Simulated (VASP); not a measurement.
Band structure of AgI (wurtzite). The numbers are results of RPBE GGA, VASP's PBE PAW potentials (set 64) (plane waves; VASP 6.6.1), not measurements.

Unless said otherwise, spin-orbit coupling is left out, though it shifts the bands of the heavy elements here.

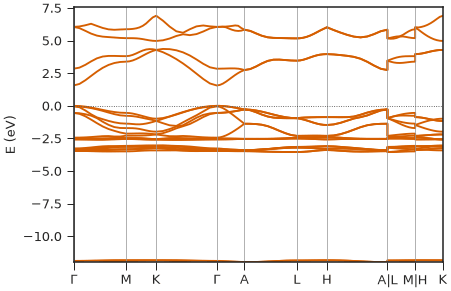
Fig. 1. Bands along high-symmetry lines, zero at the valence-band maximum or, without a gap, the Fermi level

Problem. Read the plot: is there a gap, and where are the band edges?

Solution. The gap is direct, 1.56 eV, from the valence maximum at Γ to the conduction minimum at Γ. (Edges off the drawn lines would not show.)

The compound is AgI in the wurtzite structure. It was relaxed first, which changed the volume by +14 %.
